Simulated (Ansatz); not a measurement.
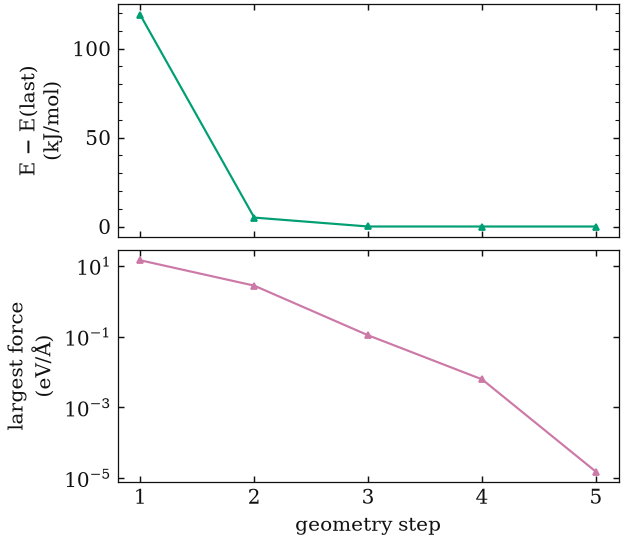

History of a geometry optimisation.

System: C2.
Method: Ansatz development build ahead of 0.2.0, HF/def2-SVP, Gaussian basis.

How did the optimisation end?

Answer. The optimisation met its thresholds at geometry 5, counting the start as the first. The energy fell by about 120 kJ/mol from the first step to the last. The largest force goes from about 14 eV/Å at the start to 1.5 × 10⁻⁵ eV/Å at the end.
